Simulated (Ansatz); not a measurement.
# WS2 (1T monolayer type, one sheet): Wannier runs under varied settings

Which of these Wannier inputs for WS2 (1T monolayer type, one sheet) end well? Each is run as it stands.

Method: plane waves, PAW; the settings change from run to run, as each input shows, in Ansatz 0.2.0.

2 further runs of the same task are left out: 2 that didn't finish.

### 1 The starting structure

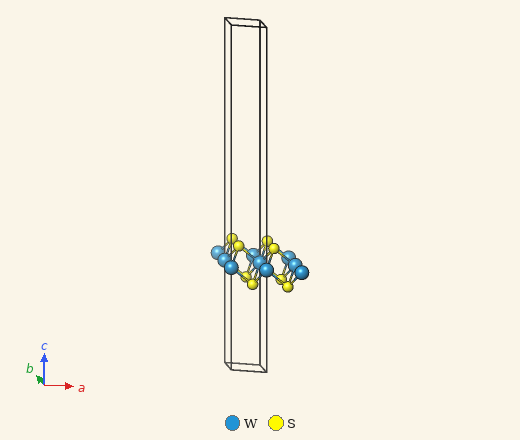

The starting structure, seen slightly off an axis (tungsten blue, sulfur yellow). 2×2×1 cells are drawn. Atoms on the faces are drawn again on the opposite ones.

As a file:

```cif
data_structure
_symmetry_space_group_name_H-M 'P 1'
_symmetry_Int_Tables_number 1
_cell_length_a 3.2319
_cell_length_b 3.2319
_cell_length_c 30.3448
_cell_angle_alpha 90.000
_cell_angle_beta 90.000
_cell_angle_gamma 120.000
_cell_volume 274.49
loop_
_atom_site_label
_atom_site_type_symbol
_atom_site_fract_x
_atom_site_fract_y
_atom_site_fract_z
_atom_site_occupancy
W1 W 0.00000 0.00000 0.29659 1
S1 S 0.33333 0.66667 0.34741 1
S2 S 0.66667 0.33333 0.24577 1
```

The cell was relaxed beforehand with r2SCAN; those runs aren't shown. No spin polarisation is used; should the compound be magnetic, its bands and low-energy spectrum would differ. The cell holds one sheet and vacuum, and is periodic in the plane alone; ε, where given, is a mean over the whole height of the cell, so ε₂ and ε₁ − 1 scale inversely with that height and aren't the sheet's own values. No run includes spin-orbit coupling, which matters for W.

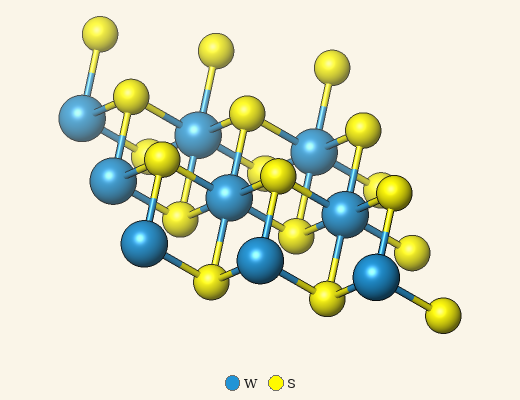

A patch of 3×3 cells of the sheet, seen at a slant, without the cell.

### 2 Input 1

input.yaml

```yaml
crystal:
  lattice:
    - [3.2318841505, 0.0, 0.0]
    - [-1.6159420752, 2.7988937764, 0.0]
    - [0.0, 0.0, 30.3448279144]
  atoms:
    - { symbol: W, position: [0.0, 0.0, 0.2965909059] }
    - { symbol: S, position: [0.3333333333, 0.6666666667, 0.3474124203] }
    - { symbol: S, position: [0.6666666667, 0.3333333333, 0.2457693915] }
  periodic: [true, true, false]
kpoints:
  mp_grid: { grid: [9, 9, 1] }
  band_path:
    path:
      - [0, 0, 0]
      - [0.5, 0, 0]
      - [0.3333333333333, 0.3333333333333, 0]
      - [0, 0, 0]
    npoints: 10
hamiltonian:
  xc: pbe
scf:
  occupations: { method: fermi_dirac, width: 0.02 }
  n_extra_bands: 6
output:
  forces: false
  stress: false
  eigenvalues: true
  wannier:
    kmesh: [6, 6, 1]
    projections: [{ species: S, l: s, shell: 3 }, { species: S, l: p, shell: 3 }]
    minimise: true
    write_hr: true
    conv_tol: 1.0e-08
    max_iter: 3000
```

Launch:

```sh
$ ansatz run input.yaml --threads 4 --pin off --max-ram 5529MiB --backend cpu --events-out ev --progress --plain --runs-dir out
```

The program printed (excerpt; [...] marks lines left out):

```text
Warning: RAYON_NUM_THREADS=4 ignored (pool sized by the plan → 4); use --threads N
scf.n_extra_bands = 6 over 13 filled bands (N_el = 26.0): the run solves 19 bands
[...]
Pseudopotentials: kind: paw
Pseudopotential: W, paw, valence charge 14, recommended cutoff 420 eV (normal), W.paw.azcp
Pseudopotential: S, paw, valence charge 6, recommended cutoff 420 eV (normal), S.paw.azcp
Functional definition: PBE
[...]
Crystal: 3 atoms, lattice volume = 274.490 Å³
Basis set: ecut = 420 eV, 5477 PW (Γ)
Bands: 19, of which v1, the nominal top of the filled ones, is band 13 counted from 1 (12 counted from 0)
Symmetry: 12 space group operations
Space group: P-3m1 (ITA 164), of the structure as read, at distance tolerance 6.5e-5 Å
k-points: 12 of 81
[...]
SCF iter   1: F=—  HF=-12190.533000 eV  |F-HF|=—  |Δ(HF+E_count)|=         —  Δρ=2.32e-3  dr2=9.96e-3  ethr=1.77e-3  ⟨swp⟩=15.9  Hψ=2356  notcnv=0
[...]
SCF iter   7: F=-12190.533866 eV  HF=-12190.533866 eV  |F-HF|=3.10e-8  |Δ(HF+E_count)|=   1.01e-7  Δρ=3.98e-6  dr2=4.48e-8  ethr=3.85e-10  ⟨swp⟩=13.5  Hψ=1215  notcnv=0
[...]
NSCF: frozen V_eff on 31 k-points
NSCF: frozen V_eff on 10 k-points
WARN: eigensolver did not converge in 10 slots of this pass, the one above among them; of largest residual over every band (k=9): 3 band(s) unlocked (lowest unlocked band 16, counted from 0; max residual 3.86e-1 eV among the unlocked bands, 3.86e-1 eV over every band); of lowest unlocked [...]
the Wannier pass solved 10 of the 36 points of its mesh, and has the states at the others by symmetry: states obtained by the crystal's operations at points that were solved too leave a residual of 2.04e-13 eV (read by the count's bands and the next), within 6.67e-6 eV
NSCF: frozen V_eff on 10 k-points
the Wannier pass solved 10 of the 36 points of its mesh, and has the states at the others by symmetry: states obtained by the crystal's operations at points that were solved too leave a residual of 1.53e-13 eV (read by the count's bands and the next), within 6.67e-6 eV
SCF converged after 7 iterations
Free energy (F): -12190.533866 eV
[...]
E sigma→0 (E₀):  -12190.533848 eV
Entropy (-TS):   -0.000036 eV (-0.012 meV/atom)
Fermi energy:    -4.921768 eV
[...]
--- Band table (eV; the first three rows and the last of 12) ---
  k-point 0: bands = ["-79.7938", "-44.0007", "-44.0007", "-43.9440", "-20.3491", "-18.7779", "-11.9055", "-9.2690", "-9.2690", "-8.0146", "-5.7630", "-5.7630", "-5.5828", "-5.5828", "-5.5629", "-1.4162 (-1.4162°)", "-1.4162 (-1.4162°)", "-0.5975", "-0.4582"]
[...]
  ° read free of the cell's end (the report's vacuum.weakly_bound_levels)
Wannier search: line search 1 of at most 3000: gauge-dependent spread (as the search counts it) 3.8448744 Å², largest recent change 7.5e-1 Å² and fall left 1.1e-1 Å² against conv_tol 1.0e-8 Å², 0 stops escaped
```

Run time: 11 s. Hardware: 4 threads of Arm Neoverse N1, shared host; peak memory 0.53 GiB.

The run ended, but the log doubts its result. The cause: the eigensolver left some bands unconverged. The analysis is set aside.

### 3 Input 2

Changes to input.yaml since step 2:

```diff
@@ -29,3 +29,3 @@
   wannier:
-    kmesh: [6, 6, 1]
+    kmesh: [12, 12, 1]
     projections: [{ species: S, l: s, shell: 3 }, { species: S, l: p, shell: 3 }]
```

Launch:

```sh
$ ansatz run input.yaml --threads 4 --pin off --max-ram 5529MiB --backend cpu --events-out ev --progress --plain --runs-dir out
```

The program printed (excerpt; [...] marks lines left out):

```text
Warning: RAYON_NUM_THREADS=4 ignored (pool sized by the plan → 4); use --threads N
scf.n_extra_bands = 6 over 13 filled bands (N_el = 26.0): the run solves 19 bands
[...]
[... 4 set-up lines as earlier in the session ...]
[...]
Crystal: 3 atoms, lattice volume = 274.490 Å³
Basis set: ecut = 420 eV, 5477 PW (Γ)
Bands: 19, of which v1, the nominal top of the filled ones, is band 13 counted from 1 (12 counted from 0)
[... 2 set-up lines as earlier in the session ...]
k-points: 12 of 81
[...]
SCF iter   1: F=—  HF=-12190.533000 eV  |F-HF|=—  |Δ(HF+E_count)|=         —  Δρ=2.32e-3  dr2=9.96e-3  ethr=1.77e-3  ⟨swp⟩=15.9  Hψ=2356  notcnv=0
[...]
WARN: eigensolver did not converge in 22 slots of this pass, the one above among them; of largest residual over every band (k=0): 4 band(s) unlocked (lowest unlocked band 15, counted from 0; max residual 2.89e-1 eV among the unlocked bands, 2.89e-1 eV over every band); of lowest unlocked [...]
the Wannier pass solved 22 of the 144 points of its mesh, and has the states at the others by symmetry: states obtained by the crystal's operations at points that were solved too leave a residual of 2.95e-13 eV (read by the count's bands and the next), within 1.11e-5 eV
NSCF: frozen V_eff on 22 k-points
the Wannier pass solved 22 of the 144 points of its mesh, and has the states at the others by symmetry: states obtained by the crystal's operations at points that were solved too leave a residual of 1.68e-13 eV (read by the count's bands and the next), within 1.11e-5 eV
SCF converged after 7 iterations
Free energy (F): -12190.533866 eV
[...]
E sigma→0 (E₀):  -12190.533848 eV
Entropy (-TS):   -0.000036 eV (-0.012 meV/atom)
Fermi energy:    -4.921768 eV
[...]
--- Band table (eV; the first three rows and the last of 12) ---
[... band rows left out ...]
[...]
  ° read free of the cell's end (the report's vacuum.weakly_bound_levels)
Wannier search: line search 1 of at most 3000: gauge-dependent spread (as the search counts it) 4.0158634 Å², largest recent change 8.7e-1 Å² and fall left 4.7e-2 Å² against conv_tol 1.0e-8 Å², 0 stops escaped
```

Wall time 18 s (4 threads of Arm Neoverse N1, shared host); peak memory 0.62 GiB.

The run ended, but the log doubts its result. The cause: the eigensolver left some bands unconverged. The analysis is set aside.

### 4 Input 3

Changes to input.yaml since step 3:

```diff
@@ -29,4 +29,4 @@
   wannier:
-    kmesh: [12, 12, 1]
-    projections: [{ species: S, l: s, shell: 3 }, { species: S, l: p, shell: 3 }]
+    kmesh: [6, 6, 1]
+    projections: [{ species: S, l: p, shell: 3 }]
     minimise: true
```

Launch:

```sh
$ ansatz run input.yaml --threads 4 --pin off --max-ram 5529MiB --backend cpu --events-out ev --progress --plain --runs-dir out
```

The program printed (excerpt; [...] marks lines left out):

```text
Warning: RAYON_NUM_THREADS=4 ignored (pool sized by the plan → 4); use --threads N
scf.n_extra_bands = 6 over 13 filled bands (N_el = 26.0): the run solves 19 bands
[...]
[... 4 set-up lines as earlier in the session ...]
[...]
Crystal: 3 atoms, lattice volume = 274.490 Å³
Basis set: ecut = 420 eV, 5477 PW (Γ)
Bands: 19, of which v1, the nominal top of the filled ones, is band 13 counted from 1 (12 counted from 0)
[... 2 set-up lines as earlier in the session ...]
k-points: 12 of 81
[...]
SCF iter   1: F=—  HF=-12190.533000 eV  |F-HF|=—  |Δ(HF+E_count)|=         —  Δρ=2.32e-3  dr2=9.96e-3  ethr=1.77e-3  ⟨swp⟩=15.9  Hψ=2356  notcnv=0
[...]
WARN: eigensolver did not converge in 10 slots of this pass, the one above among them; of largest residual over every band (k=9): 3 band(s) unlocked (lowest unlocked band 16, counted from 0; max residual 3.86e-1 eV among the unlocked bands, 3.86e-1 eV over every band); of lowest unlocked [...]
the Wannier pass solved 10 of the 36 points of its mesh, and has the states at the others by symmetry: states obtained by the crystal's operations at points that were solved too leave a residual of 2.04e-13 eV (read by the count's bands and the next), within 6.67e-6 eV
NSCF: frozen V_eff on 10 k-points
the Wannier pass solved 10 of the 36 points of its mesh, and has the states at the others by symmetry: states obtained by the crystal's operations at points that were solved too leave a residual of 1.31e-13 eV (read by the count's bands and the next), within 6.67e-6 eV
SCF converged after 7 iterations
Free energy (F): -12190.533866 eV
[...]
E sigma→0 (E₀):  -12190.533848 eV
Entropy (-TS):   -0.000036 eV (-0.012 meV/atom)
Fermi energy:    -4.921768 eV
[...]
--- Band table (eV; the first three rows and the last of 12) ---
[... band rows left out ...]
[...]
  ° read free of the cell's end (the report's vacuum.weakly_bound_levels)
Wannier search: line search 1 of at most 3000: gauge-dependent spread (as the search counts it) 0.7456769 Å², largest recent change 3.2e-2 Å² and fall left 1.9e-5 Å² against conv_tol 1.0e-8 Å², 0 stops escaped
```

Run time: 10 s. Hardware: 4 threads of Arm Neoverse N1, shared host; peak memory 0.53 GiB.

The run ended, but the log doubts its result. The cause: the eigensolver left some bands unconverged. The analysis is set aside.

### 5 Input 4

Changes to input.yaml since step 4:

```diff
@@ -30,3 +30,3 @@
     kmesh: [6, 6, 1]
-    projections: [{ species: S, l: p, shell: 3 }]
+    projections: [{ species: W, l: d, shell: 5 }, { species: S, l: p, shell: 3 }]
     minimise: true
```

Launch:

```sh
$ ansatz run input.yaml --threads 4 --pin off --max-ram 5529MiB --backend cpu --events-out ev --progress --plain --runs-dir out
```

The program printed (excerpt; [...] marks lines left out):

```text
Warning: RAYON_NUM_THREADS=4 ignored (pool sized by the plan → 4); use --threads N
scf.n_extra_bands = 6 over 13 filled bands (N_el = 26.0): the run solves 19 bands
[...]
[... 4 set-up lines as earlier in the session ...]
[...]
Crystal: 3 atoms, lattice volume = 274.490 Å³
Basis set: ecut = 420 eV, 5477 PW (Γ)
Bands: 19, of which v1, the nominal top of the filled ones, is band 13 counted from 1 (12 counted from 0)
[... 2 set-up lines as earlier in the session ...]
k-points: 12 of 81
[...]
SCF iter   1: F=—  HF=-12190.533000 eV  |F-HF|=—  |Δ(HF+E_count)|=         —  Δρ=2.32e-3  dr2=9.96e-3  ethr=1.77e-3  ⟨swp⟩=15.9  Hψ=2356  notcnv=0
[...]
SCF iter   7: F=-12190.533866 eV  HF=-12190.533866 eV  |F-HF|=3.10e-8  |Δ(HF+E_count)|=   1.01e-7  Δρ=3.98e-6  dr2=4.48e-8  ethr=3.85e-10  ⟨swp⟩=13.5  Hψ=1215  notcnv=0
[...]
NSCF: frozen V_eff on 31 k-points
NSCF: frozen V_eff on 10 k-points
[...]
WARN: eigensolver did not converge in 10 slots of this pass, the one above among them; of largest residual over every band (k=9): 3 band(s) unlocked (lowest unlocked band 16, counted from 0; max residual 3.86e-1 eV among the unlocked bands, 3.86e-1 eV over every band); of lowest unlocked [...]
the Wannier pass solved 10 of the 36 points of its mesh, and has the states at the others by symmetry: states obtained by the crystal's operations at points that were solved too leave a residual of 2.04e-13 eV (read by the count's bands and the next), within 6.67e-6 eV
NSCF: frozen V_eff on 10 k-points
the Wannier pass solved 10 of the 36 points of its mesh, and has the states at the others by symmetry: states obtained by the crystal's operations at points that were solved too leave a residual of 2.45e-13 eV (read by the count's bands and the next), within 6.67e-6 eV
SCF converged after 7 iterations
Free energy (F): -12190.533866 eV
[...]
E sigma→0 (E₀):  -12190.533848 eV
Entropy (-TS):   -0.000036 eV (-0.012 meV/atom)
Fermi energy:    -4.921768 eV
[...]
--- Band table (eV; the first three rows and the last of 12) ---
[... band rows left out ...]
[...]
  ° read free of the cell's end (the report's vacuum.weakly_bound_levels)
Wannier search: line search 1 of at most 3000: gauge-dependent spread (as the search counts it) 1.6653113 Å², largest recent change 3.1e-1 Å² and fall left 7.3e-4 Å² against conv_tol 1.0e-8 Å², 0 stops escaped
WARN: <dir> 12 periodic images of 12 elements of H(R) lie 4.88e-4 to 1.95e-3 Å beyond their element's nearest image, near the 9.77e-4 Å window within which an element is shared among its images; whether they share it moves the interpolated H(k) by 5.6e-3 eV (Frobenius norm, root mean [...]
```

It took 12 s on 4 threads of Arm Neoverse N1, shared host; peak memory 0.53 GiB.

The run ended, but the log doubts its result. The cause: the eigensolver left some bands unconverged. The analysis is set aside.

### 6 Input 5

Changes to input.yaml since step 5:

```diff
@@ -23,3 +23,3 @@
   occupations: { method: fermi_dirac, width: 0.02 }
-  n_extra_bands: 6
+  n_extra_bands: 11
 output:
@@ -35 +35,2 @@
     max_iter: 3000
+    disentanglement: { window: [-14.22, 4.78], frozen_window: [-10.22, -3.22] }
```

Launch:

```sh
$ ansatz run input.yaml --threads 4 --pin off --max-ram 5529MiB --backend cpu --events-out ev --progress --plain --runs-dir out
```

The program printed (excerpt; [...] marks lines left out):

```text
Warning: RAYON_NUM_THREADS=4 ignored (pool sized by the plan → 4); use --threads N
scf.n_extra_bands = 11 over 13 filled bands (N_el = 26.0): the run solves 24 bands
[...]
[... 4 set-up lines as earlier in the session ...]
[...]
Crystal: 3 atoms, lattice volume = 274.490 Å³
Basis set: ecut = 420 eV, 5477 PW (Γ)
Bands: 24, of which v1, the nominal top of the filled ones, is band 13 counted from 1 (12 counted from 0)
[... 2 set-up lines as earlier in the session ...]
k-points: 12 of 81
[...]
SCF iter   1: F=—  HF=-12190.532852 eV  |F-HF|=—  |Δ(HF+E_count)|=         —  Δρ=2.32e-3  dr2=9.94e-3  ethr=1.77e-3  ⟨swp⟩=14.7  Hψ=2855  notcnv=0  defer=7
[...]
SCF iter   7: F=-12190.533866 eV  HF=-12190.533866 eV  |F-HF|=6.21e-9  |Δ(HF+E_count)|=   6.95e-8  Δρ=2.31e-6  dr2=1.13e-8  ethr=3.85e-10  ⟨swp⟩=19.1  Hψ=1993  notcnv=0
[...]
NSCF: frozen V_eff on 31 k-points
NSCF: frozen V_eff on 10 k-points
[...]
WARN: eigensolver did not converge in 9 slots of this pass, the one above among them; of largest residual over every band (k=3): 2 band(s) unlocked (lowest unlocked band 22, counted from 0; max residual 1.03e-3 eV among the unlocked bands, 1.03e-3 eV over every band); of lowest unlocked [...]
the Wannier pass solved 10 of the 36 points of its mesh, and has the states at the others by symmetry: states obtained by the crystal's operations at points that were solved too leave a residual of 2.05e-13 eV (read by the count's bands and the next), within 6.67e-6 eV
NSCF: frozen V_eff on 10 k-points
the Wannier pass solved 10 of the 36 points of its mesh, and has the states at the others by symmetry: states obtained by the crystal's operations at points that were solved too leave a residual of 3.46e-13 eV (read by the count's bands and the next), within 6.67e-6 eV
SCF converged after 7 iterations
Free energy (F): -12190.533866 eV
[...]
E sigma→0 (E₀):  -12190.533848 eV
Entropy (-TS):   -0.000036 eV (-0.012 meV/atom)
Fermi energy:    -4.921715 eV
[...]
--- Band table (eV; the first three rows and the last of 12) ---
[...]
  ° read free of the cell's end (the report's vacuum.weakly_bound_levels)
Wannier search: line search 1 of at most 3000: gauge-dependent spread (as the search counts it) 1.0038424 Å², largest recent change 2.5e-1 Å² and fall left 1.7e-4 Å² against conv_tol 1.0e-8 Å², 0 stops escaped
WARN: <dir> 98 periodic images of 98 elements of H(R) lie 4.88e-4 to 1.95e-3 Å beyond their element's nearest image, near the 9.77e-4 Å window within which an element is shared among its images; whether they share it moves the interpolated H(k) by 1.1e-2 eV (Frobenius norm, root mean [...]
```

Wall time 16 s (4 threads of Arm Neoverse N1, shared host); peak memory 0.55 GiB.

The run ended, but the log doubts its result. The cause: the eigensolver left some bands unconverged. The analysis is set aside.

### 7 How the runs ended

| input | settings | ended | fault | time |
| --- | --- | --- | --- | --- |
| 1 | PBE, 8 functions, 6×6×1 | ended with warnings | the eigensolver left some bands unconverged | 11 s |
| 2 | PBE, 8 functions, 12×12×1 | ended with warnings | the eigensolver left some bands unconverged | 18 s |
| 3 | PBE, 6 functions, 6×6×1 | ended with warnings | the eigensolver left some bands unconverged | 10 s |
| 4 | PBE, 11 functions, 6×6×1 | ended with warnings | the eigensolver left some bands unconverged | 12 s |
| 5 | PBE, 11 functions, 6×6×1, window -14.22 to 4.78 eV, frozen -10.22 to -3.22 eV | ended with warnings | the eigensolver left some bands unconverged | 16 s |

5 ended with warnings. No run passed without a fault or warning, so no result is quoted.
